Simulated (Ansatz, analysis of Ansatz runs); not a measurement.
# Can an added hole hop between Mn atoms in Li2MnF5 (C2/c)?, part 2 of 3

Question: does an added hole stay on the Mn atom where it is started in Li2MnF5 (C2/c), and if so, how high is the barrier for a hop to another Mn site nearby? Model: a cell of 64 host atoms.

Ansatz 0.2.0; plane-wave PAW DFT, PBEsol+U; relaxation of all atoms of a supercell at fixed charge in a uniform background; PAW set soft_1.

So far. Step 2 (The cell without the carrier): The largest displacement from an ideal site is 0.011 Å.

## Step 3: The hole on the first site

The nearest neighbour or neighbours of the site start displaced and the site's starting moment is changed by the carrier's spin, since a carrier doesn't trap itself in the undistorted lattice.

A.relax/input.yaml

```yaml
crystal:
  lattice:
    - [-2.81247804, 4.98286665, 6.85548075]
    - [7.18059468, 0.0, 6.83994485]
    - [9.99307272, 4.98286665, -0.01553589]
  atoms:
    - { symbol: Li, position: [0.29868, 0.940723, 0.19291] }
    - { symbol: Li, position: [0.298606, 0.940096, 0.693338] }
    - { symbol: Li, position: [0.798634, 0.440683, 0.193037] }
    - { symbol: Li, position: [0.798748, 0.441048, 0.692661] }
    - { symbol: Li, position: [0.05792, 0.681854, 0.451874] }
    - { symbol: Li, position: [0.057731, 0.681577, 0.952018] }
    - { symbol: Li, position: [0.55757, 0.181623, 0.452014] }
    - { symbol: Li, position: [0.557702, 0.181762, 0.951804] }
    - { symbol: Li, position: [0.202026, 0.558799, 0.307597] }
    - { symbol: Li, position: [0.201957, 0.558868, 0.807527] }
    - { symbol: Li, position: [0.701951, 0.058622, 0.307881] }
    - { symbol: Li, position: [0.701951, 0.058646, 0.807717] }
    - { symbol: Li, position: [0.442912, 0.817971, 0.048512] }
    - { symbol: Li, position: [0.442938, 0.817668, 0.548787] }
    - { symbol: Li, position: [0.942636, 0.317535, 0.048727] }
    - { symbol: Li, position: [0.94318, 0.317827, 0.548565] }
    - { symbol: Mn, position: [0.250256, 0.24962, 0.250351], spin: 4.0 }
    - { symbol: Mn, position: [0.250374, 0.249729, 0.750197], spin: 4.0 }
    - { symbol: Mn, position: [0.75037, 0.74987, 0.250283], spin: 4.0 }
    - { symbol: Mn, position: [0.750315, 0.749655, 0.750412], spin: 4.0 }
    - { symbol: Mn, position: [0.000382, -0.000254, 0.000222], spin: 4.0 }
    - { symbol: Mn, position: [0.000305, -0.000258, 0.500284], spin: 4.0 }
    - { symbol: Mn, position: [0.500338, 0.499616, 0.000482], spin: 4.0 }
    - { symbol: Mn, position: [0.500449, 0.499735, 0.500236], spin: 3.0 }
    - { symbol: F, position: [0.484213, 0.265817, 0.234298] }
    - { symbol: F, position: [0.485118, 0.276699, 0.723217] }
    - { symbol: F, position: [0.984316, 0.766, 0.234158] }
    - { symbol: F, position: [0.984128, 0.765824, 0.73412] }
    - { symbol: F, position: [0.016349, 0.233665, 0.26637] }
    - { symbol: F, position: [0.016471, 0.233726, 0.766385] }
    - { symbol: F, position: [0.515651, 0.722798, 0.277233] }
    - { symbol: F, position: [0.516525, 0.733398, 0.766579] }
    - { symbol: F, position: [0.290918, 0.665432, 0.414646] }
    - { symbol: F, position: [0.278924, 0.674899, 0.909903] }
    - { symbol: F, position: [0.778891, 0.174905, 0.40993] }
    - { symbol: F, position: [0.779017, 0.17479, 0.90995] }
    - { symbol: F, position: [0.16006, 0.386365, 0.028929] }
    - { symbol: F, position: [0.15995, 0.386297, 0.528871] }
    - { symbol: F, position: [0.659986, 0.88654, 0.028862] }
    - { symbol: F, position: [0.659931, 0.886216, 0.529023] }
    - { symbol: F, position: [0.221743, 0.824501, 0.090647] }
    - { symbol: F, position: [0.221704, 0.8244, 0.590795] }
    - { symbol: F, position: [0.721754, 0.324489, 0.090876] }
    - { symbol: F, position: [0.709971, 0.3341, 0.585779] }
    - { symbol: F, position: [0.34054, 0.112859, 0.471781] }
    - { symbol: F, position: [0.340745, 0.113039, 0.971575] }
    - { symbol: F, position: [0.840718, 0.613348, 0.471633] }
    - { symbol: F, position: [0.84066, 0.613122, 0.971762] }
    - { symbol: F, position: [0.058979, 0.090045, 0.089539] }
    - { symbol: F, position: [0.05888, 0.089972, 0.589607] }
    - { symbol: F, position: [0.558835, 0.590146, 0.089565] }
    - { symbol: F, position: [0.555814, 0.58525, 0.584738] }
    - { symbol: F, position: [0.339509, 0.011454, 0.308925] }
    - { symbol: F, position: [0.339533, 0.011537, 0.808764] }
    - { symbol: F, position: [0.839694, 0.511722, 0.308831] }
    - { symbol: F, position: [0.839636, 0.511451, 0.809006] }
    - { symbol: F, position: [0.444969, 0.41405, 0.415942] }
    - { symbol: F, position: [0.441851, 0.409273, 0.911238] }
    - { symbol: F, position: [0.941832, 0.909473, 0.410969] }
    - { symbol: F, position: [0.941846, 0.909501, 0.910836] }
    - { symbol: F, position: [0.1611, 0.487806, 0.191812] }
    - { symbol: F, position: [0.161322, 0.487895, 0.691661] }
    - { symbol: F, position: [0.661079, 0.988021, 0.191695] }
    - { symbol: F, position: [0.661017, 0.987855, 0.691801] }
total_charge: 1
basis:
  ecutwfc: 420
  xc_grid: 2
hamiltonian:
  xc: pbesol
  hubbard:
    sites: [{ species: Mn, l: d, u_eff: 4.0 }]
    projectors: ortho-atomic
  pseudopotentials: { kind: paw, azcp: { folder: soft_1 }, xc_functional: pbe }
kpoints:
  mp_grid: { grid: [1, 1, 1] }
magnetization:
  spin_polarized: true
  initial_magnetization: 31
  spin_locking: { lock_magnetization: hard }
scf:
  occupations: { method: fermi_dirac, width: 0.01 }
  max_iter: 120
  lower_state_search: "off"
output:
  forces: true
relax:
  f_tol: 0.015
  max_steps: 70
  escape_saddle: false
checkpoint:
  write: "../A.relax.run"
  compress: false
  write_wavefunctions: true
  write_every: 100000
```

Command:

```
ansatz run input.yaml --threads 4 --pin off --max-ram 9420MiB --backend cpu --events-out ev --progress --plain --runs-dir out
```

Numbers of over 12 decimals in the logs are rounded to 6 here.

Log:

```text
[...]
Crystal: 64 atoms, lattice volume = 682.290 Å³
Basis set: ecut = 420 eV, 13355 PW (Γ), exchange–correlation on 120×144×150 points (8 copies of the dense FFT grid, shifted against one another)
Bands: 303, of which v1, the nominal top of the filled ones, is band 224 counted from 1 (223 counted from 0)
Symmetry: 1 space group operations
[...]
k-points: 1
[...]
Starting moments: Σ|m| = 31 μB on 8 of 64 sites
[...]
SCF iter   1: F=—  HF=-66471.665118 eV  |F-HF|=—  |Δ(HF+E_count)|=         —  Δρ=4.38e-1 (↑1.52e-1 ↓4.38e-1)  dr2=2.49e3  dr2_m=1.33e2  M=31.000 μB ∫|m|=31.015 μB  β_m=0.30  ethr=3.10e-3  ⟨swp⟩=6.0  Hψ=2237  notcnv=0  defer=34
[...]
SCF iter  17: F=-66266.532051 eV  HF=-66266.532052 eV  |F-HF|=1.61e-6  |Δ(HF+E_count)|=   1.82e-6  Δρ=1.59e-5 (↑1.59e-5 ↓7.55e-6)  dr2=2.86e-6  dr2_m=3.19e-7  M=31.000 μB ∫|m|=32.769 μB  ethr=1.26e-9  ⟨swp⟩=2.0  Hψ=1542  notcnv=0
SCF 1 converged in 17 iterations: F = -66266.532051 eV  dr2 = 2.86e-6
[...]
relax step   1: F+E_penalty+E_count = -66266.53205069 eV  Δ(F+E_penalty+E_count) = +0.000e0 eV  max|allowed force component| = 1.176e0 eV/Å  Δτ_max = 0.0000 Å  (17 SCF iters, dr2 threshold 5.63e-6 eV, accepted)
[...]
relax step   2: F+E_penalty+E_count = -66266.74463248 eV  Δ(F+E_penalty+E_count) = -2.126e-1 eV  max|allowed force component| = 6.335e-1 eV/Å  Δτ_max = 0.0349 Å  (10 SCF iters, dr2 threshold 8.64e-5 eV, accepted)
relax step   3: F+E_penalty+E_count = -66266.87888433 eV  Δ(F+E_penalty+E_count) = -1.343e-1 eV  max|allowed force component| = 2.413e-1 eV/Å  Δτ_max = 0.0597 Å  (14 SCF iters, dr2 threshold 2.51e-5 eV, accepted)
relax step   4: F+E_penalty+E_count = -66266.96037118 eV  Δ(F+E_penalty+E_count) = -8.149e-2 eV  max|allowed force component| = 4.241e-1 eV/Å  Δτ_max = 0.0751 Å  (9 SCF iters, dr2 threshold 8.44e-6 eV, accepted)
relax step   5: F+E_penalty+E_count = -66266.68066536 eV  Δ(F+E_penalty+E_count) = +2.797e-1 eV  max|allowed force component| = 1.730e0 eV/Å  Δτ_max = 0.1928 Å  (7 SCF iters, dr2 threshold 2.61e-5 eV, rejected (line search))
relax step   6: F+E_penalty+E_count = -66267.04097704 eV  Δ(F+E_penalty+E_count) = -8.061e-2 eV  max|allowed force component| = 1.900e-1 eV/Å  Δτ_max = 0.0504 Å  (12 SCF iters, accepted)
relax step   7: F+E_penalty+E_count = -66267.05323754 eV  Δ(F+E_penalty+E_count) = -1.226e-2 eV  max|allowed force component| = 1.844e-1 eV/Å  Δτ_max = 0.0308 Å  (7 SCF iters, dr2 threshold 7.24e-6 eV, accepted)
relax step   8: F+E_penalty+E_count = -66267.04122527 eV  Δ(F+E_penalty+E_count) = +1.201e-2 eV  max|allowed force component| = 1.265e-1 eV/Å  Δτ_max = 0.0586 Å  (8 SCF iters, dr2 threshold 6.83e-6 eV, rejected (line search))
relax step   9: F+E_penalty+E_count = -66267.06176373 eV  Δ(F+E_penalty+E_count) = -8.526e-3 eV  max|allowed force component| = 2.034e-2 eV/Å  Δτ_max = 0.0245 Å  (9 SCF iters, accepted)
SCF iter   1: F=—  HF=-66267.061680 eV  |F-HF|=—  |Δ(HF+E_count)|=         —  Δρ=3.11e-4 (↑3.11e-4 ↓2.39e-4)  dr2=6.65e-4  dr2_m=6.39e-5  M=31.000 μB ∫|m|=32.714 μB  β_m=0.30  ethr=1.63e-6  ⟨swp⟩=4.0  Hψ=1369  notcnv=0  defer=119
[...]
SCF iter   7: F=-66267.062360 eV  HF=-66267.062360 eV  |F-HF|=5.76e-9  |Δ(HF+E_count)|=   2.43e-7  Δρ=3.06e-6 (↑3.06e-6 ↓2.06e-6)  dr2=7.70e-8  dr2_m=8.24e-9  M=31.000 μB ∫|m|=32.712 μB  ethr=2.24e-11  ⟨swp⟩=3.0  Hψ=1508  notcnv=0
SCF 10 converged in 7 iterations: F = -66267.062360 eV  dr2 = 7.70e-8
relax step  10: F+E_penalty+E_count = -66267.06236024 eV  Δ(F+E_penalty+E_count) = -5.965e-4 eV  max|allowed force component| = 8.041e-3 eV/Å  Δτ_max = 0.0068 Å  (7 SCF iters, accepted)
NSCF: frozen V_eff on 1 k-points
[...]
SCF converged after 7 iterations
[...]
Magnetization: 31.0000 μB (239.0000 up, 208.0000 down)
Absolute magnetization: 32.8085 μB (∫|ρ↑−ρ↓|, with the PAW one-centre terms)
[...]
Per-site moments (μB) at R_I (Å): [(0.000874343, 0.770532), (0.000953931, 0.795779), (0.000896633, 0.789408), [... 61 left out ...]
Free energy (F): -66267.062360 eV
[...]
Internal energy: -66267.062360 eV  (E = F + TS)
E sigma→0 (E₀):  -66267.062360 eV
Fermi energy:    3.536971 (↑ 3.536971, ↓ 3.267700) eV
[...]
--- Forces (eV/Å), atoms counted from 1 ---
  atom   1  Li     0.00061371     0.00012605     0.00340604
  atom   2  Li     0.00101947     0.00157934     0.00020737
  [... 2 atoms left out ...]
  atom   5  Li     0.00588667     0.00135588     0.00156242
  [... 3 atoms left out ...]
  atom   9  Li    -0.00618539    -0.00104386    -0.00315417
  [... 8 atoms left out ...]
  atom  18  Mn     0.00055196     0.00148147    -0.00804134
  [... 5 atoms left out ...]
  atom  24  Mn    -0.00010530     0.00006562     0.00007676
  [... 1 atom left out ...]
  atom  26  F     -0.00269780    -0.00182187     0.00684517
  [... 6 atoms left out ...]
  atom  33  F      0.00160157     0.00052547    -0.00360451
  [... 4 atoms left out ...]
  atom  38  F     -0.00299702    -0.00393624     0.00101558
  [... 13 atoms left out ...]
  atom  52  F     -0.00110031     0.00078260     0.00108085
  [... 4 atoms left out ...]
  atom  57  F      0.00113018    -0.00078680    -0.00107826
  [... 4 atoms left out ...]
  atom  62  F     -0.00151875    -0.00238235    -0.00150605
  [... 2 atoms left out ...]
  max |Σ_I F_I| component: 2.74e-6 eV/Å
--- Band table (eV) ---
[...]
Occupation matrices written to <dir>
--- Relaxed structure (10 steps of the walk, 8 accepted, 0 SCFs on fresh bases) ---
  F+E_penalty+E_count = -66267.06236024 eV   max|allowed force component| = 8.041e-3 eV/Å
  atoms:
    - { symbol: Li, position: [0.288289, 0.961786, 0.179481] }
    - { symbol: Li, position: [0.298415, 0.938588, 0.692221] }
    [... 2 atoms left out ...]
    - { symbol: Li, position: [0.049693, 0.682859, 0.454859] }
    [... 3 atoms left out ...]
    - { symbol: Li, position: [0.196035, 0.553246, 0.310106] }
    [... 8 atoms left out ...]
    - { symbol: Mn, position: [0.244859, 0.252171, 0.748674] }
    [... 5 atoms left out ...]
    - { symbol: Mn, position: [0.500344, 0.499714, 0.500310] }
    [... 1 atom left out ...]
    - { symbol: F, position: [0.477274, 0.300667, 0.697698] }
    [... 6 atoms left out ...]
    - { symbol: F, position: [0.284932, 0.665468, 0.419091] }
    [... 4 atoms left out ...]
    - { symbol: F, position: [0.156471, 0.387405, 0.527789] }
    [... 13 atoms left out ...]
    - { symbol: F, position: [0.558106, 0.584140, 0.590739] }
    [... 4 atoms left out ...]
    - { symbol: F, position: [0.442585, 0.415287, 0.409883] }
    [... 4 atoms left out ...]
    - { symbol: F, position: [0.158686, 0.487452, 0.692005] }
    [... 2 atoms left out ...]
```

Run time: 100 s. Hardware: 4 threads of Arm Neoverse V2, shared host; peak memory 1.6 GiB.

Step by step:

```
step  energy less that of the first step (eV)  largest force component (eV/Å)
   1                                   0.0000                          1.1757
   2                                  -0.2126                          0.6335
   3                                  -0.3468                          0.2413
   4                                  -0.4283                          0.4241
   5                                  -0.1486                          1.7303
   6                                  -0.5089                          0.1900
   7                                  -0.5212                          0.1844
   8                                  -0.5092                          0.1265
   9                                  -0.5297                          0.0203
  10                                  -0.5303                          0.0080
```

Relaxation steps 5, 8 were tried and not accepted.

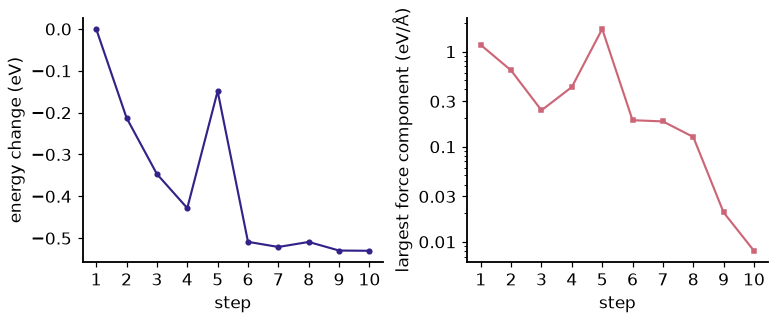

Energy and largest force along the relaxation.

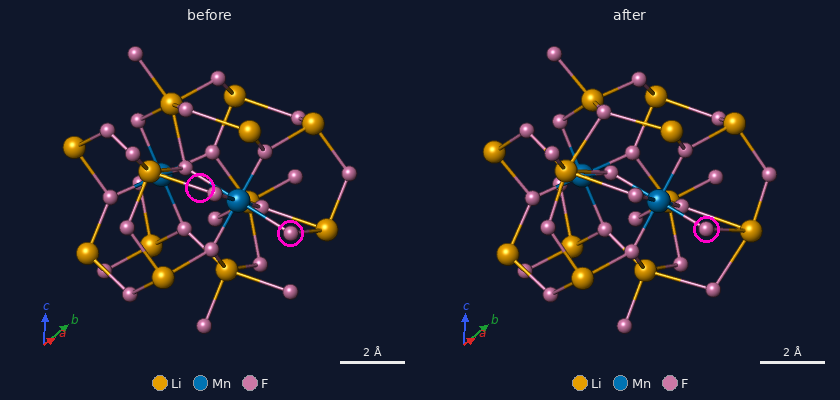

Before and after: the atoms that start within 5 Å of the centre. F31, which moves most, is ringed if it is among them. A ring with no atom in it marks the empty centre.

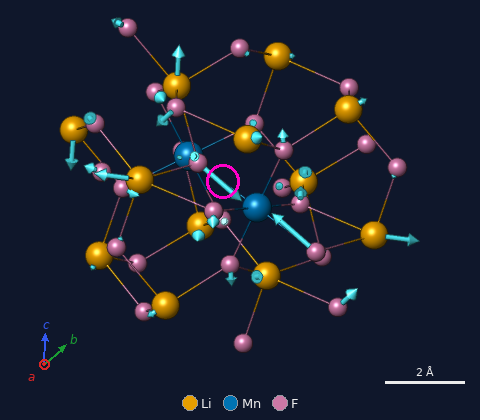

Displacements in the relaxation near the centre, exaggerated; the longest in the cell stands for 0.21 Å. A ring marks the centre wherever it is empty.

The atoms that moved most (Å):

```
atom      dx      dy      dz  length
 F31   0.062   0.167  -0.112   0.210
 F26  -0.061  -0.166   0.111   0.209
 Li1   0.046  -0.119   0.073   0.147
Li12  -0.046   0.119  -0.072   0.147
 Li8   0.098   0.086   0.038   0.136
Li13  -0.098  -0.084  -0.039   0.134
 F41   0.057   0.027   0.091   0.111
 F36  -0.056  -0.027  -0.090   0.110
```

The moves above count from the input, in which the site's nearest neighbours were already displaced; the distances below compare with the cell without the carrier.

Distances from Mn24 without and with the hole:

```
atom  without (Å)  with (Å)
 F44         1.86      1.81
 F33         1.86      1.81
 F52         1.86      1.82
 F57         1.86      1.82
 F31         2.15      1.86
 F26         2.15      1.86
```

The largest changes of the moments are -0.71 μB on Mn24, -0.08 μB on F31 and -0.08 μB on F26. The largest part sits on the chosen site.

## Step 4: The hole on the second site

The same start is made on the second site, to get the end of the hop.

B.relax/input.yaml

```yaml
crystal:
  lattice:
    - [-2.81247804, 4.98286665, 6.85548075]
    - [7.18059468, 0.0, 6.83994485]
    - [9.99307272, 4.98286665, -0.01553589]
  atoms:
    - { symbol: Li, position: [0.29868, 0.940723, 0.19291] }
    - { symbol: Li, position: [0.298606, 0.940096, 0.693338] }
[... 15 atom lines left out ...]
    - { symbol: Mn, position: [0.250374, 0.249729, 0.750197], spin: 3.0 }
[... 5 atom lines left out ...]
    - { symbol: Mn, position: [0.500449, 0.499735, 0.500236], spin: 4.0 }
[... 1 atom line left out ...]
    - { symbol: F, position: [0.473431, 0.265047, 0.734905] }
[... 6 atom lines left out ...]
    - { symbol: F, position: [0.27905, 0.67483, 0.409857] }
[... 4 atom lines left out ...]
    - { symbol: F, position: [0.164739, 0.379038, 0.540738] }
[... 23 atom lines left out ...]
    - { symbol: F, position: [0.166201, 0.475118, 0.69481] }
[... 1 atom line left out ...]
    - { symbol: F, position: [0.661017, 0.987855, 0.691801] }
total_charge: 1
basis:
  ecutwfc: 420
  xc_grid: 2
hamiltonian:
  xc: pbesol
  hubbard:
    sites: [{ species: Mn, l: d, u_eff: 4.0 }]
    projectors: ortho-atomic
  pseudopotentials: { kind: paw, azcp: { folder: soft_1 }, xc_functional: pbe }
kpoints:
  mp_grid: { grid: [1, 1, 1] }
magnetization:
  spin_polarized: true
  initial_magnetization: 31
  spin_locking: { lock_magnetization: hard }
scf:
  occupations: { method: fermi_dirac, width: 0.01 }
  max_iter: 120
  lower_state_search: "off"
output:
  forces: true
relax:
  f_tol: 0.015
  max_steps: 70
  escape_saddle: false
checkpoint:
  write: "../B.relax.run"
  compress: false
  write_wavefunctions: true
  write_every: 100000
```

Log:

```text
[...]
Crystal: 64 atoms, lattice volume = 682.290 Å³
Basis set: ecut = 420 eV, 13355 PW (Γ), exchange–correlation on 120×144×150 points (8 copies of the dense FFT grid, shifted against one another)
Bands: 303, of which v1, the nominal top of the filled ones, is band 224 counted from 1 (223 counted from 0)
Symmetry: 1 space group operations
[...]
k-points: 1
[...]
Starting moments: Σ|m| = 31 μB on 8 of 64 sites
[...]
SCF iter   1: F=—  HF=-66471.661391 eV  |F-HF|=—  |Δ(HF+E_count)|=         —  Δρ=4.38e-1 (↑1.52e-1 ↓4.38e-1)  dr2=2.49e3  dr2_m=1.33e2  M=31.000 μB ∫|m|=31.015 μB  β_m=0.30  ethr=3.10e-3  ⟨swp⟩=6.0  Hψ=2236  notcnv=0  defer=34
[...]
F+E_penalty+E_count = -66267.06197494 eV   max|allowed force component| = 1.284e-2 eV/Å
  atoms:
    - { symbol: Li, position: [0.295170, 0.936439, 0.201336] }
    - { symbol: Li, position: [0.297930, 0.938360, 0.691046] }
[...]
- { symbol: Li, position: [0.059158, 0.690480, 0.446122] }
[...]
- { symbol: Li, position: [0.205524, 0.562994, 0.299275] }
[...]
- { symbol: Mn, position: [0.250348, 0.249713, 0.750308] }
[...]
- { symbol: Mn, position: [0.498856, 0.504492, 0.494744] }
    [... 1 atom left out ...]
    - { symbol: F, position: [0.447782, 0.274100, 0.727507] }
[...]
- { symbol: F, position: [0.277777, 0.678012, 0.406569] }
[...]
- { symbol: F, position: [0.169349, 0.379986, 0.535094] }
    [... 15 atoms left out ...]
    - { symbol: F, position: [0.340693, 0.017025, 0.808284] }
    [... 2 atoms left out ...]
    - { symbol: F, position: [0.442511, 0.411660, 0.408865] }
    [... 4 atoms left out ...]
    - { symbol: F, position: [0.160000, 0.482401, 0.692330] }
    [... 2 atoms left out ...]
[key lines of the parts left out:]
SCF converged after 8 iterations
Magnetization: 31.0000 μB (239.0000 up, 208.0000 down)
Free energy (F): -66267.061975 eV
Fermi energy:    3.540607 (↑ 3.540607, ↓ 3.270145) eV
```

It took 89 s on 4 threads; peak memory 1.6 GiB; 5.8 min of CPU time.

Distances from Mn18 without and with the hole:

```
atom  without (Å)  with (Å)
 F46         1.86      1.81
 F38         1.86      1.81
 F54         1.86      1.82
 F62         1.86      1.82
 F30         2.15      1.85
 F26         2.15      1.85
```

The largest changes of the moments are -0.72 μB on Mn18, -0.08 μB on F30 and -0.08 μB on F26. The largest part sits on the chosen site.

(Continued in part 3 of 3.)

[Logs are printed without paths, hosts, clocks, repeated set-up lines and the standing remarks that a program may print on its own settings, such as how far it seeks lower states.]

[Hosts, paths, dates, database ids (printed as entryN), source tags and the programs' standing remarks are cut or masked in the printed files.]
